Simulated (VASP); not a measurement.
Band structure of Pt$_{3}$Ti (L1_2). Computed with PBE GGA with spin-orbit coupling, VASP's PBE PAW potentials (set 64) (plane waves; VASP 6.6.1).

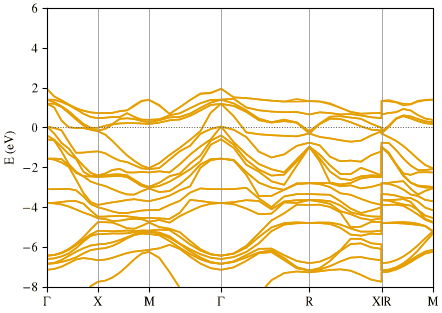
Figure. Bands along high-symmetry lines, zero at the valence-band maximum or, without a gap, the Fermi level

Q: Read the plot: is there a gap, and where are the band edges?

A: It has no gap at this level: it comes out as a metal or semimetal.

The compound is Pt3Ti in the L1_2 structure. It was relaxed first.
